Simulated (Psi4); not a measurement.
## Geometry relaxation, with input and output: Cl₂ (part 1 of 4)

- system: Cl₂, SMILES ClCl
- method: B3LYP/cc-pVDZ, RKS (Psi4 1.11)

The geometry comes from this level: PBE0-D4/def2-TZVP.

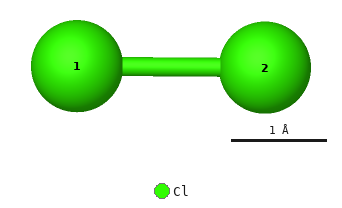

Figure 1. The starting structure (ball-and-stick view, seen on its broad side; atoms are numbered from 1 in the order of the input). Bond lengths as drawn: Cl–Cl 1.98 Å.

**Input (job.py)**
```python
import psi4

psi4.set_memory(1600000000)
psi4.set_num_threads(1)
psi4.core.set_output_file('output.dat', False)

mol = psi4.geometry("""
0 1
Cl     1.59812249    -0.53214688     0.81938525
Cl    -1.59812249     0.53214688    -0.81938525
units au
symmetry c1
""")

psi4.set_options({
    'puream': True,
    'scf_type': 'pk',
    'dft_radial_points': 99,
    'dft_spherical_points': 590,
    'g_convergence': 'gau_tight',
    'geom_maxiter': 50,
})

result, w = psi4.optimize('b3lyp/cc-pVDZ', molecule=mol, return_wfn=True)
print('E =', round(result, 9))
mol.save_xyz_file('final.xyz', False)
```

Hardware: 1 thread of Intel Xeon @ 2.50GHz (Skylake/Cascade Lake), 16 GiB of memory available, shared host.

Run as:
```bash
python job.py
```

**Log**
```
gradient() will perform analytic gradient computation.

   => Loading Basis Set <=

    Name: CC-PVDZ
    Role: ORBITAL
    Keyword: BASIS

         ---------------------------------------------------------
                                   SCF
                              RKS Reference
                        1 Threads,   1525 MiB Core
         ---------------------------------------------------------

  ==> Geometry <==

    Molecular point group: c1
    Full point group: D_inf_h

    Geometry (in Bohr), charge = 0, multiplicity = 1:

       Center              X                  Y                   Z               Mass
    ------------   -----------------  -----------------  -----------------  -----------------
         CL           1.873117183428    -0.000000000000    -0.000000000000    34.968852682000
         CL          -1.873117183428     0.000000000000     0.000000000000    34.968852682000

  Running in c1 symmetry.

  Rotational constants: A = ************  B =      0.24533  C =      0.24533 [cm^-1]
  Rotational constants: A = ************  B =   7354.84727  C =   7354.84727 [MHz]
  Nuclear repulsion =   77.144132400468280

  Charge       = 0
  Multiplicity = 1
  Electrons    = 34
  Nalpha       = 17
  Nbeta        = 17

  ==> Algorithm <==

  SCF Algorithm Type is PK.
  DIIS enabled.
  MOM disabled.
  Fractional occupation disabled.
  Guess Type is SAD.
  Energy threshold   = 1.00e-08
  Density threshold  = 1.00e-08
  Integral threshold = 1.00e-12

  ==> Primary Basis <==

  Basis Set: CC-PVDZ
    Blend: CC-PVDZ
    Number of shells: 16
    Number of basis functions: 36
    Number of Cartesian functions: 38
    Spherical Harmonics?: true
    Max angular momentum: 2

  ==> DFT Potential <==

   => LibXC <=

    Version 7.1.2

   => Composite Functional: B3LYP <=

    B3LYP Hyb-GGA Exchange-Correlation Functional

    Deriv               =              1
    GGA                 =           TRUE
    Meta                =          FALSE

    Exchange Hybrid     =           TRUE
    MP2 Hybrid          =          FALSE

   => Exchange Functionals <=

    0.0800   Slater exchange
    0.7200         Becke 88

   => Exact (HF) Exchange <=

    0.2000               HF

   => Correlation Functionals <=

    0.1900   Vosko, Wilk & Nusair (VWN5_RPA)
    0.8100   Lee, Yang & Parr

   => LibXC Density Thresholds  <==

    XC_HYB_GGA_XC_B3LYP:  1.00E-15

   => Molecular Quadrature <=

    Radial Scheme          =       TREUTLER
    Pruning Scheme         =           NONE
    Nuclear Scheme         =       TREUTLER

    Blocking Scheme        =         OCTREE
    BS radius alpha        =              1
    Pruning alpha          =              1
    Radial Points          =             99
    Spherical Points       =            590
    Total Points           =         102380
    Total Blocks           =            826
    Max Points             =            254
    Max Functions          =             36
    Weights Tolerance      =       1.00E-15

  ==> Integral Setup <==

  Using in-core PK algorithm.
   Calculation information:
      Number of atoms:                   2
      Number of AO shells:              16
      Number of primitives:            100
      Number of atomic orbitals:        38
      Number of basis functions:        36

      Integral cutoff                 1.00e-12
      Number of threads:                 1

  Performing in-core PK
  Using 444222 doubles for integral storage.
  We computed 9311 shell quartets total.
  Whereas there are 9316 unique shell quartets.

  ==> DiskJK: Disk-Based J/K Matrices <==

    J tasked:                  Yes
    K tasked:                  Yes
    wK tasked:                  No
    Memory [MiB]:             1039
    Schwarz Cutoff:          1E-12

  Cached 100.0% of DFT collocation blocks in 0.102 [GiB].

  Minimum eigenvalue in the overlap matrix is 3.2246651187E-02.
  Reciprocal condition number of the overlap matrix is 1.2282778764E-02.
    Using symmetric orthogonalization.

  ==> Pre-Iterations <==

  SCF Guess: Superposition of Atomic Densities via on-the-fly atomic UHF (no occupation information).

   -------------------------
    Irrep   Nso     Nmo
   -------------------------
     A         36      36
   -------------------------
    Total      36      36
   -------------------------

  ==> Iterations <==

                        Total Energy        Delta E     RMS |[F,P]|

   @RKS iter SAD:  -920.37150208201513   -9.20372e+02   0.00000e+00
   @RKS iter   1:  -920.38486499631358   -1.33629e-02   3.90134e-03 ADIIS/DIIS
   @RKS iter   2:  -920.39237252159558   -7.50753e-03   2.04588e-03 ADIIS/DIIS
   @RKS iter   3:  -920.39519627636776   -2.82375e-03   7.99507e-05 DIIS
   @RKS iter   4:  -920.39520062985525   -4.35349e-06   2.20841e-05 DIIS
   @RKS iter   5:  -920.39520096406250   -3.34207e-07   2.30749e-06 DIIS
   @RKS iter   6:  -920.39520096797946   -3.91697e-09   5.69814e-08 DIIS
   @RKS iter   7:  -920.39520096798287   -3.41061e-12   8.49285e-10 DIIS
  Energy and wave function converged.

  ==> Post-Iterations <==

   Electrons on quadrature grid:
      Ntotal   =   34.0000001263 ; deviation = 1.263e-07

    Orbital Energies [Eh]
    ---------------------

    Doubly Occupied:

       1A   -101.593559     2A   -101.593559     3A     -9.511116
       4A     -9.511057     5A     -7.277435     6A     -7.277274
       7A     -7.261887     8A     -7.261887     9A     -7.261877
      10A     -7.261877    11A     -0.943340    12A     -0.768025
      13A     -0.475360    14A     -0.409986    15A     -0.409986
      16A     -0.304744    17A     -0.304744

    Virtual:

      18A     -0.117322    19A      0.408786    20A      0.469474
      21A      0.500512    22A      0.500512    23A      0.548204
      24A      0.548204    25A      0.552091    26A      0.552091
      27A      0.555560    28A      0.672188    29A      0.672188
      30A      0.729889    31A      0.729889    32A      0.737325
      33A      0.812561    34A      0.904094    35A      0.904094
      36A      1.353551

    Final Occupation by Irrep:
              A
    DOCC [    17 ]
    NA   [    17 ]
    NB   [    17 ]

  @RKS Final Energy:  -920.39520096798287

   => Energetics <=

    Nuclear Repulsion Energy =             77.1441324004682798
    One-Electron Energy =               -1423.8884210370956680
    Two-Electron Energy =                 471.8578926266347366
    DFT Exchange-Correlation Energy =     -45.5088049579902858
    Empirical Dispersion Energy =           0.0000000000000000
    VV10 Nonlocal Energy =                  0.0000000000000000
    Total Energy =                       -920.3952009679827597

Computation Completed

Properties will be evaluated at   0.000000,   0.000000,   0.000000 [a0]

Properties computed using the SCF density matrix

 Multipole Moments:

 ------------------------------------------------------------------------------------
     Multipole            Electronic (a.u.)      Nuclear  (a.u.)        Total (a.u.)
 ------------------------------------------------------------------------------------

 L = 1.  Multiply by 2.5417464519 to convert [e a0] to [Debye]
 Dipole X            :         -0.0000000            0.0000000           -0.0000000
 Dipole Y            :         -0.0000000            0.0000000           -0.0000000
 Dipole Z            :         -0.0000000            0.0000000           -0.0000000
 Magnitude           :                                                    0.0000000

 ------------------------------------------------------------------------------------

	total time  =          4 seconds =       0.07 minutes

         ------------------------------------------------------------
                                   SCF GRAD
         ------------------------------------------------------------

  ==> Geometry <==

    Molecular point group: c1
    Full point group: D_inf_h

    Geometry (in Bohr), charge = 0, multiplicity = 1:

       Center              X                  Y                   Z               Mass
    ------------   -----------------  -----------------  -----------------  -----------------
         CL           1.873117183428    -0.000000000000    -0.000000000000    34.968852682000
         CL          -1.873117183428     0.000000000000     0.000000000000    34.968852682000

  Nuclear repulsion =   77.144132400468280

  ==> Basis Set <==

  Basis Set: CC-PVDZ
    Blend: CC-PVDZ
    Number of shells: 16
    Number of basis functions: 36
    Number of Cartesian functions: 38
    Spherical Harmonics?: true
    Max angular momentum: 2

  ==> DirectJKGrad: Integral-Direct SCF Gradients <==

    Gradient:                    1
    J tasked:                  Yes
    K tasked:                  Yes
    wK tasked:                  No
    Integrals threads:           1
    Schwarz Cutoff:          1E-12

   => Molecular Quadrature <=

    Radial Scheme          =       TREUTLER
    Pruning Scheme         =           NONE
    Nuclear Scheme         =       TREUTLER

    Blocking Scheme        =         OCTREE
    BS radius alpha        =              1
    Pruning alpha          =              1
    Radial Points          =             99
    Spherical Points       =            590
    Total Points           =         102380
    Total Blocks           =            826
    Max Points             =            254
    Max Functions          =             36
    Weights Tolerance      =       1.00E-15

  -Total Gradient:
     Atom            X                  Y                   Z
    ------   -----------------  -----------------  -----------------
       1       -0.026416759696     0.000000000000     0.000000000000
       2        0.026416759696    -0.000000000000    -0.000000000000

	total time  =          6 seconds =       0.10 minutes

    			-----------------------------------------

    			 OPTKING 3.0: for geometry optimizations

    			        with contributions from

    			-----------------------------------------

	                            ===> Fragment 1 <==

	 Z (Atomic Numbers)          Masses                          Geom
	      17.000000            34.968853          1.87311718 -0.00000000 -0.00000000
	      17.000000            34.968853         -1.87311718  0.00000000  0.00000000

	 - Coordinate -           - BOHR/RAD -       - ANG/DEG -
	 R(1,2)           =         3.746234           1.982422

	        --- Internal Coordinate Step in ANG or DEG, aJ/ANG or AJ/DEG ---
	-------------------------------------------------------------------------------
	           Coordinate      Previous         Force          Change          New
	           ----------      --------        ------          ------        ------
	               R(1,2)       1.98242        0.21764        0.03791       2.02033
	-------------------------------------------------------------------------------

	                                 ==> Convergence Check <==

	Measures of convergence in internal coordinates in au.

	Criteria marked as inactive (o), active & met (*), and active & unmet ( ).

	----------------------------------------------------------------------------------------------~
	   Step    Total Energy     Delta E     Max Force     RMS Force      Max Disp      RMS Disp   ~
	----------------------------------------------------------------------------------------------~
	  Convergence Criteria              o    1.50e-05 *    1.00e-05 *    6.00e-05 *    4.00e-05 *~
	----------------------------------------------------------------------------------------------~
	     1    -920.39520097   -9.20e+02 o    2.64e-02      2.64e-02      7.16e-02      7.16e-02    ~
	----------------------------------------------------------------------------------------------

Next Geometry in Ang
	Fragment 1 (Ang)

	   Cl   1.0101659695  -0.0000000000  -0.0000000000
	   Cl  -1.0101659695   0.0000000000   0.0000000000

    Structure for next step:
    Molecular point group: c1
    Full point group: D_inf_h

    Geometry (in Bohr), charge = 0, multiplicity = 1:

    CL           1.908937023568    -0.000000000000    -0.000000000000
    CL          -1.908937023568     0.000000000000     0.000000000000

gradient() will perform analytic gradient computation.

  ==> Geometry <==

    Molecular point group: c1
    Full point group: D_inf_h

    Geometry (in Bohr), charge = 0, multiplicity = 1:

       Center              X                  Y                   Z               Mass
    ------------   -----------------  -----------------  -----------------  -----------------
         CL           1.908937023568    -0.000000000000    -0.000000000000    34.968852682000
         CL          -1.908937023568     0.000000000000     0.000000000000    34.968852682000

  Running in c1 symmetry.

  Rotational constants: A = ************  B =      0.23621  C =      0.23621 [cm^-1]
  Rotational constants: A = ************  B =   7081.41999  C =   7081.41999 [MHz]
  Nuclear repulsion =   75.696577841999826

  Charge       = 0
  Multiplicity = 1
  Electrons    = 34
  Nalpha       = 17
  Nbeta        = 17

  ==> Algorithm <==

  SCF Algorithm Type is PK.
  DIIS enabled.
  MOM disabled.
  Fractional occupation disabled.
  Guess Type is READ.
  Energy threshold   = 1.00e-08
  Density threshold  = 1.00e-08
  Integral threshold = 1.00e-12

   => Molecular Quadrature <=

    Radial Scheme          =       TREUTLER
    Pruning Scheme         =           NONE
    Nuclear Scheme         =       TREUTLER

    Blocking Scheme        =         OCTREE
    BS radius alpha        =              1
    Pruning alpha          =              1
    Radial Points          =             99
    Spherical Points       =            590
    Total Points           =         102396
    Total Blocks           =            834
    Max Points             =            256
    Max Functions          =             36
    Weights Tolerance      =       1.00E-15

   => Loading Basis Set <=

    Name: CC-PVDZ
    Role: ORBITAL
    Keyword: BASIS

  Reading orbitals from file scr/output.180.npy, no projection.

  ==> DiskJK: Disk-Based J/K Matrices <==

    J tasked:                  Yes
    K tasked:                  Yes
    wK tasked:                  No
    Memory [MiB]:             1039
    Schwarz Cutoff:          1E-12

  Cached 100.0% of DFT collocation blocks in 0.102 [GiB].

  Minimum eigenvalue in the overlap matrix is 3.4286264330E-02.
  Reciprocal condition number of the overlap matrix is 1.3216753823E-02.
    Using symmetric orthogonalization.

  ==> Pre-Iterations <==

  SCF Guess: Orbitals guess was supplied from a previous computation.

   -------------------------------------------------------
    Irrep   Nso     Nmo     Nalpha   Nbeta   Ndocc  Nsocc
   -------------------------------------------------------
     A         36      36      17      17      17       0
   -------------------------------------------------------
    Total      36      36      17      17      17       0
   -------------------------------------------------------

  ==> Iterations <==

                        Total Energy        Delta E     RMS |[F,P]|

   @RKS iter   0:  -920.38355608414963   -9.20384e+02   1.87283e-03
   @RKS iter   1:  -920.39639792333935   -1.28418e-02   3.74264e-04 ADIIS/DIIS
   @RKS iter   2:  -920.39641787049572   -1.99472e-05   3.33966e-04 ADIIS/DIIS
   @RKS iter   3:  -920.39649545668465   -7.75862e-05   1.80865e-05 DIIS
   @RKS iter   4:  -920.39649567959066   -2.22906e-07   1.06501e-06 DIIS
   @RKS iter   5:  -920.39649568057234   -9.81686e-10   5.04523e-08 DIIS
   @RKS iter   6:  -920.39649568057428   -1.93268e-12   3.22368e-09 DIIS
  Energy and wave function converged.

  ==> Post-Iterations <==

   Electrons on quadrature grid:
      Ntotal   =   34.0000001968 ; deviation = 1.968e-07

    Final Occupation by Irrep:
              A
    DOCC [    17 ]
    NA   [    17 ]
    NB   [    17 ]

  @RKS Final Energy:  -920.39649568057428

   => Energetics <=

    Nuclear Repulsion Energy =             75.6965778419998259
    One-Electron Energy =               -1420.9979821836386691
    Two-Electron Energy =                 470.4021517938723491
    DFT Exchange-Correlation Energy =     -45.4972431328078386
    Empirical Dispersion Energy =           0.0000000000000000
    VV10 Nonlocal Energy =                  0.0000000000000000
    Total Energy =                       -920.3964956805742759

Computation Completed

Properties will be evaluated at   0.000000,   0.000000,   0.000000 [a0]

Properties computed using the SCF density matrix

 Multipole Moments:

 ------------------------------------------------------------------------------------
     Multipole            Electronic (a.u.)      Nuclear  (a.u.)        Total (a.u.)
 ------------------------------------------------------------------------------------
```
